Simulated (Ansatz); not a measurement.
The parent structure is Al$_{2}$O$_{3}$ in the corundum structure (space group R-3c, No. 167; a = 4.809 Å, c = 13.124 Å (hexagonal axes)). Axes: x lies along a and z along c of the hexagonal cell.

Modification: tensile biaxial strain of 2.25 % in the plane normal to [001], as in epitaxy on a mismatched substrate; the out-of-plane cell vector and the atoms relax.

All numbers come from PBE (Ansatz, a first-principles code, PAW, scalar-relativistic without spin-orbit coupling).

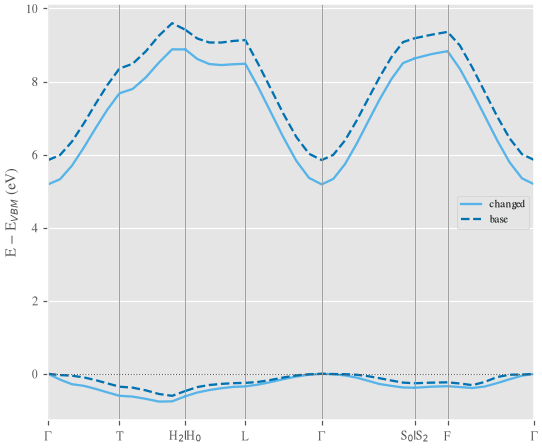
Fig. 1. Highest valence and lowest conduction band along the path, each from its own valence-band maximum

Read the changed gap and its character from the plot.

About 5.2 eV, direct at Γ.

Stability against distortions was not tested.
